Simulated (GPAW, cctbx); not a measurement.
# Bonding in CaZnFe2S5 as X-rays see it

Question: by how much does bonding change the X-ray structure factors of CaZnFe2S5, how firmly does DFT give the change, and what does a routine refinement make of it?

The cell comes from substitution in a known structure type and wasn't matched to any measured phase. All numbers below are calculated.

## Step 1: Find the equilibrium geometry

The density hangs on the geometry, so cell and atoms are relaxed first, with the symmetry held. The cutoff is set higher than for the density because stress converges slowly with plane waves.

Settings: GPAW 26.7.0, PBE, 570 eV, 3×3×2 k-points (along the axes of the calculation cell), Fermi–Dirac width 0.05 eV, spin-polarised, BFGS to 0.03 eV/Å.

```text
cell
1.0
     4.452000000    0.000000000    0.000000000
     0.000000000    4.452000000    0.000000000
     0.000000000    0.000000000    8.932000000
Zn Fe Ca S
1 2 1 5
Direct
0.000000000 0.000000000 0.000000000
0.500000000 0.500000000 0.737900000
0.500000000 0.500000000 0.262100000
0.000000000 0.000000000 0.500000000
0.500000000 0.500000000 0.000000000
0.000000000 0.500000000 0.298000000
0.000000000 0.500000000 0.702000000
0.500000000 0.000000000 0.298000000
0.500000000 0.000000000 0.702000000
```

```console
$ OMP_NUM_THREADS=1 mpirun -n 4 gpaw python run.py > gpaw.log
```

```text
BFGS:    0      -44.480569        0.542825
BFGS:    1      -44.492164        0.513482
BFGS:    2      -44.582851        0.299673
BFGS:    3      -44.585823        0.256255
...
BFGS:   19      -44.913075        0.129307
BFGS:   20      -44.917539        0.063729
BFGS:   21      -44.919411        0.015306
cell  4.3021 4.3021 10.0310  90.00 90.00 90.00
volume 185.652 A^3, largest force 0.008 eV/A, largest stress 0.12 GPa
```

The cell moved far, while the k-mesh and basis were chosen for the start, so the final shape may be somewhat biased.

After 21 steps the volume has changed by +4.9 % and the energy by -0.439 eV; the largest stress left is 0.12 GPa. It took 12 min on 4 cores of Arm Neoverse V1 (shared host), peak memory 1.7 GiB.

Relaxed structure: P4/mmm (no. 123), a = 4.3021 Å, b = 4.3021 Å, c = 10.0310 Å, α = 90.00°, β = 90.00°, γ = 90.00°.

```csv
atom,mult.,x,y,z
Zn1,1,0,0,0
Fe1,2,1/2,1/2,0.7784
Ca1,1,0,0,1/2
S1,1,1/2,1/2,0
S2,4,0,1/2,0.3070
```

## Step 2: The all-electron density

X-rays see the whole electron density, so the PAW density is rebuilt with its core regions. Subtracting spherical free atoms from the same code cancels the cores and leaves the deformation density Δρ, the part due to bonding.

Settings: PBE, 450 eV, 5×5×2 k-points (along the axes of the calculation cell), Fermi–Dirac width 0.05 eV, spin-polarised; primitive cell of 9 atoms.

```console
$ OMP_NUM_THREADS=1 mpirun -n 4 gpaw python run.py > gpaw.log
```

```text
|iter:   1|       0s |  -46.196927 | +0.64 |       |  +6.0089|
|iter:   2|       3s |  -45.703973 | -0.43 | -1.01 |  +5.9796|
|iter:   3|       5s |  -44.912684 | -0.95 | -1.11 |  +5.9850|
...
|iter:  20|      46s |  -44.950120c| -6.89 | -5.99c|  +5.3145|
|iter:  21|      47s |  -44.950120c| -7.27 | -6.32c|  +5.3145|
|iter:  22|      49s |  -44.950120c| -7.41c| -6.54c|  +5.3145|
```

```text
grid (48, 48, 100)  electrons 182.000  moved by bonding 1.709 e
deformation density beyond 0.5 A of the nuclei: max 0.246, min -0.293 e/A^3
atom        x       y       z   Voronoi charge  moment
Zn1    0.0000  0.0000  0.0000      0.346      -0.11
Fe2    0.5000  0.5000  0.7784      0.048       2.43
Fe3    0.5000  0.5000  0.2216      0.048       2.43
Ca4    0.0000  0.0000  0.5000      0.139       0.02
S 5    0.5000  0.5000  0.0000     -0.167       0.07
S 6    0.0000  0.5000  0.3070     -0.103       0.01
S 7    0.0000  0.5000  0.6930     -0.103       0.01
S 8    0.5000  0.0000  0.3070     -0.103       0.01
S 9    0.5000  0.0000  0.6930     -0.103       0.01
mean inner potential of superposed free atoms 14.119 V
total magnetic moment 5.315 muB
```

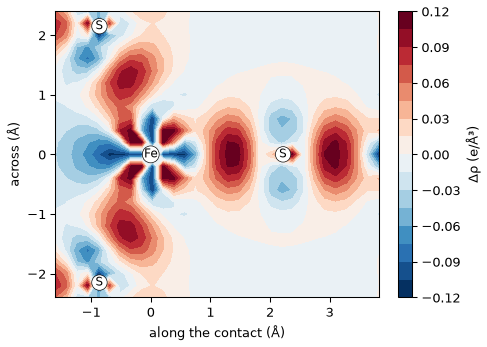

Deformation density in a plane through the shortest contact of the Fe atom at the origin; red gains electrons, blue loses them.

S gains most (-0.12 e) and Zn loses most (+0.35 e), in averages over each element's sites; S is the most electronegative element, but the order of the others doesn't follow electronegativity. Such charges fall far short of formal ones, since overlapping free atoms already put density on their neighbours. Along the shortest contact from the Fe atom at the map's origin, Fe–S at 2.22 Å, Δρ is +0.09 e/Å³ at the midpoint and highest, +0.12, 1.42 Å from Fe (points within 0.5 Å of a nucleus left out): a bond charge, the mark of covalency, pulled towards S. At the midpoints of other shortest contacts it is +0.03 (Ca–S, 2.89 Å), +0.01 (Zn–S, 3.04 Å) and +0.01 (S–S, 3.04 Å) e/Å³. Point values carry grid noise of about 0.01 e/Å³. The cell's moment is 5.32 μB; the largest inside an atomic sphere is 2.43 μB. The run needed 22 iterations, 59 s.

## Step 3: From the density to structure factors

The Fourier components of Δρ, added to those of the free atoms, give the static X-ray structure factors; the Mott–Bethe relation turns them into the Fourier components V of the potential that fast electrons feel.

```text
static structure factors of the conventional cell: F in electrons, V (Mott-Bethe) in volts
   h  k  l      d  |F| table  |F| free   |F| DFT   change   |V| free  |V| DFT  change %
   0  0  1 10.0310    13.077    13.057    12.926   -0.132     0.631    0.304    -51.8
   0  0  2  5.0155    27.734    27.713    28.229    0.516     2.045    1.725    -15.7
   1  0  0  4.3021    15.682    15.668    15.885    0.217     1.066    0.967     -9.3
   1  0  1  3.9538    10.855    10.891    11.416    0.525     1.675    1.472    -12.1
   0  0  3  3.3437    45.007    45.050    45.441    0.390     2.950    2.842     -3.7
   1  0  2  3.2654    69.831    69.788    69.916    0.129     3.405    3.371     -1.0
   1  1  0  3.0420    47.090    46.958    46.607   -0.351     1.609    1.689      5.0
   1  1  1  2.9111    46.294    46.276    46.488    0.212     2.381    2.337     -1.9
   1  0  3  2.6400    19.500    19.347    19.373    0.026     0.203    0.198     -2.2
   1  1  2  2.6010    46.483    46.639    46.736    0.098     3.160    3.144     -0.5
   0  0  4  2.5078    86.245    86.078    86.048   -0.030     4.360    4.364      0.1
   1  1  3  2.2501    36.441    36.495    36.669    0.174     2.537    2.515     -0.9
   1  0  4  2.1665     2.430     2.406     2.456    0.050     0.336    0.330     -1.7
   2  0  0  2.1511   125.963   125.741   125.997    0.256     6.427    6.398     -0.5
```

The largest X-ray change is +0.53 e on 101, 4.8 % of |F|. For electrons V goes as (Z − F)/g², so a change of F counts against Z − F, which is small at low angle and wherever the atoms' terms cancel: |V| of 001 moves by -51.8 % (0.63 to 0.30 V) against -1.0 % in |F|. These compare absolute values; so weak a component may also change sign. The last three rows still change by up to 0.26 e; the table stops while the angles are still low. The tabulated Hartree–Fock atoms differ from the free DFT atoms by up to 0.22 e, so the choice of reference atom matters too.

## Step 4: The functional ladder

The same geometry is run with other functionals, to see whether the bonding signal is larger than the spread between approximations. Free atoms are LDA for LDA and PBE otherwise; meta-GGAs and hybrids keep PBE cores. Any other changed setting is in the row's label.

```
 run  ΔF 101 (e)  ΔF 002 (e)  ΔF 003 (e)  q(S) (e)  moved (e)     time
 PBE      +0.525      +0.516      +0.390    -0.116      1.709     59 s
 LDA      +0.482      +0.516      +0.286    -0.089      1.562     75 s
SCAN      +0.524      +0.451      +0.566    -0.176      1.873  2.8 min
```

At the base's settings ΔF(101) spans +0.482 to +0.525 e, a spread of 8 % of the PBE value; over the three listed reflections the spread is at most 72 %, so the sign holds and the size hangs on the functional. The magnetic state differs between the runs (cell moments PBE 5.32, LDA 4.70, SCAN 6.79 μB), and that enters the spread. Times are from shared hosts.

## Step 5: What a spherical-atom refinement makes of it

Routine crystallography fits spherical atoms. To see the bias, intensities are simulated from tabulated atoms plus the DFT change ΔF, so that bonding alone can misfit (8552 reflections of the full sphere, merged to the counts below, to 0.45 Å, 0.5 % proportional noise plus counting noise, assumed isotropic U as listed, Δρ smeared by the mean U) and refined with cctbx over different ranges.

```csv
range,data,R1,GooF,U Zn1 (true 0.0074),U Fe1 (true 0.0077),U Ca1 (true 0.0085),U S1 (true 0.0091),largest shift (Å),"Δρ max, min (e/Å³)"
all data,708,0.0064,1.11,0.0074,0.0077,0.0085,0.0091,0.0001,"0.28, -0.25"
"low resolution, d > 0.84",133,0.0048,1.49,0.0074,0.0077,0.0087,0.0092,0.0003,"0.12, -0.08"
"high order, d < 0.75",527,0.0077,0.99,0.0074,0.0077,0.0085,0.0091,0.0002,"0.23, -0.20"
"occupancies free, d > 0.7",216,0.0049,1.33,0.0074,0.0077,0.0087,0.0090,0.0001,"0.13, -0.13"
```

With all data GooF is 1.11, diluted by the many high-angle data; the misfit shows at low resolution; the top residual peak lies 0.34 Å from Fe and 2.21 Å from S. No U is off by more than 3 s.u. at low resolution. With Zn1 held at 1 and the scale free, the other occupancies refine to Fe1 1.001(0.001), Ca1 1.001(0.002), S1 0.998(0.003) and S2 0.998(0.002), within three s.u. of full.

## Step 6: Answer

Bonding moves 1.71 e in the primitive cell of CaZnFe2S5 and changes the structure factors of the conventional cell in the table above by at most 0.53 e (101, 4.8 %). The shortest bond, Fe–S, has Δρ = +0.09 e/Å³ at its midpoint, a covalent bond charge. At the base's settings ΔF(101) spans +0.482 to +0.525 e, a spread of 8 % of the PBE value; over the three listed reflections the spread is at most 72 %, so the sign holds and the size hangs on the functional. With all data GooF is 1.11, diluted by the many high-angle data. Limits: static density, frozen cores, no spin–orbit coupling; a ferromagnetic start is the only order tried, and the real ground state may be antiferromagnetic or insulating; no Hubbard U on Fe.

[Outputs are excerpts: Python notices, other lines and further rows are left out; steps that failed or that the build refused (PBEsol, TPSS) are not shown.]

[Logs are printed without paths, hosts, clocks, repeated set-up lines and the standing remarks that a program may print on its own settings, such as how far it seeks lower states.]
